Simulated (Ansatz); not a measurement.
**BHF2: a line through the functionals**

BHF2 has 4 atoms, charge 0, and is taken as a singlet. As SMILES, `FBF`. The shape is that of a PBE0-D4/def2-TZVP optimisation.

The electronic atomisation energy y, in eV, basis def2-TZVPP; a is the functional's share of exact exchange. Programs: Ansatz 0.2.0.

```
functional  program     a  y (eV)
       PBE   Ansatz     0   18.14
    r2SCAN   Ansatz     0   17.89
     B3LYP   Ansatz   0.2   17.71
      PBE0   Ansatz  0.25       ?
   r2SCAN0   Ansatz  0.25   17.46
     BHLYP   Ansatz   0.5   17.10
```

**Question.** Fit y = c + s·a to the known rows and predict PBE0.

**Answer.** 
1. Means of the 5 rows: a = 0.1900, y = 17.660.
2. Σ(Δa)² = 0.172, Σ(Δa·Δy) = -0.32, so the slope is -0.32/0.172 = -1.8605.
3. Intercept: 17.660 − (-1.8605) × 0.1900 = 18.013. The largest residual of the fit is 0.13.
4. PBE0: 18.013 + (-1.8605) × 0.25 = 17.55 eV.

The run gave 17.66 eV, so the prediction is off by -0.11 eV, within the scatter of the fit. The rows mix families of semi-local functionals, which the line can't see.

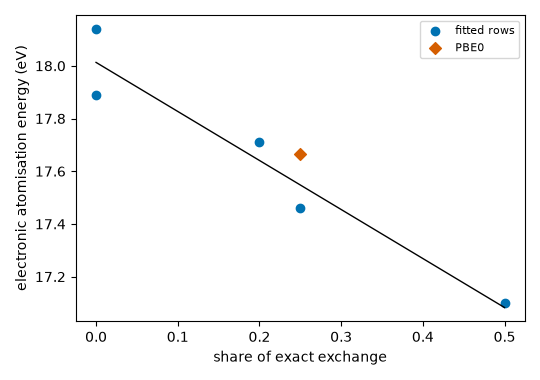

The fitted line, with the withheld row.
